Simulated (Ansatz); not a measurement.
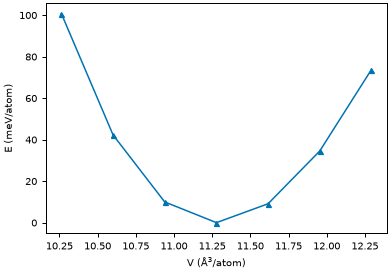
NbC (rock salt, Fm-3m) under volume change, DFT-PBE in the program Ansatz with PAW potentials, scaled uniformly.

### Question
What does a third-order Birch–Murnaghan fit give for V₀, B₀ and B′?

### Answer
V₀ = 11.28 Å³/atom, B₀ = 300 GPa, B′ = 4.2.

The cell was relaxed with PBE under the symmetry of its start. No spin polarisation was allowed.

Potentials: the later of the program's two PAW sets.
